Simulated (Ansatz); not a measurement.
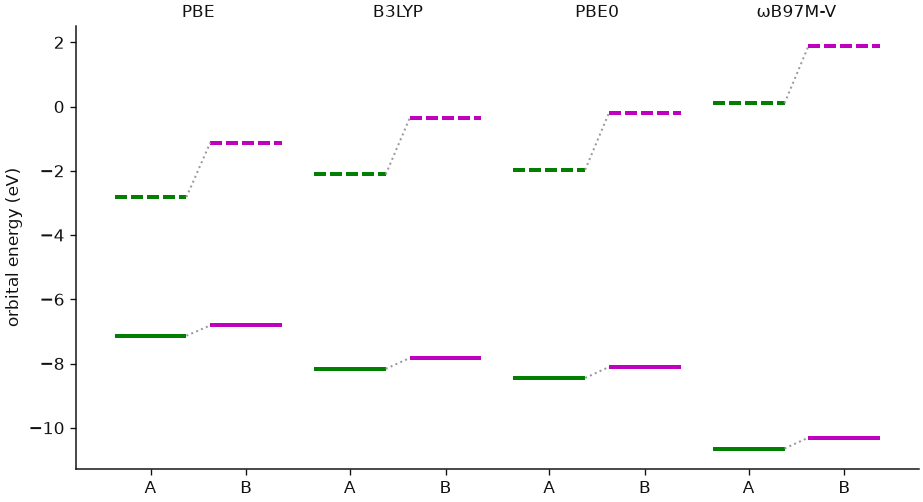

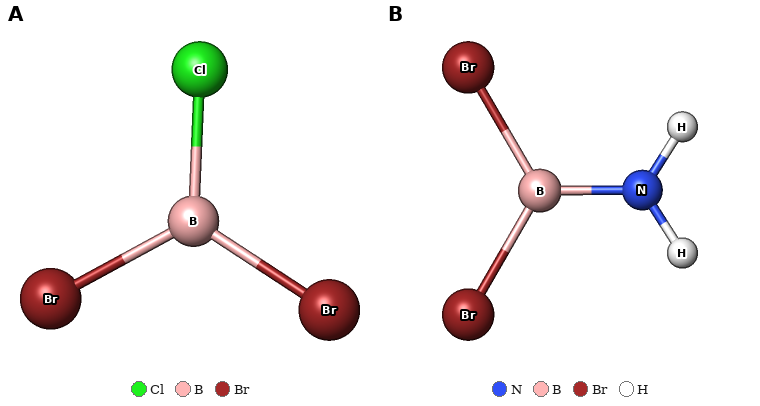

One change: A, BBr₂Cl (SMILES ClB(Br)Br), becomes B, BNH₂Br₂ (SMILES NB(Br)Br). Cl on B is replaced by NH₂. HOMO (solid) and LUMO (dashed) computed in def2-TZVPP at PBE0-D4/def2-TZVP geometries, both minima by their frequencies, gas phase, the Ansatz code. Empty levels above zero depend strongly on the basis.

**What does the change do to HOMO and LUMO?**

PBE: the HOMO rises by 0.32 eV, the LUMO rises by 1.70 eV, and the separation goes from 4.31 to 5.69 eV. B3LYP: the HOMO rises by 0.34 eV, the LUMO rises by 1.75 eV, and the separation goes from 6.05 to 7.47 eV. PBE0: the HOMO rises by 0.35 eV, the LUMO rises by 1.78 eV, and the separation goes from 6.48 to 7.92 eV. ωB97M-V: the HOMO rises by 0.34 eV, the LUMO rises by 1.78 eV, and the separation goes from 10.75 to 12.19 eV.

**Do the functionals agree on the effect?**

They agree on the direction for both levels; the HOMO shift lies between 0.32 and 0.35 eV and the LUMO shift between 1.70 and 1.78 eV, while the separations themselves differ by up to 6.5 eV between functionals.
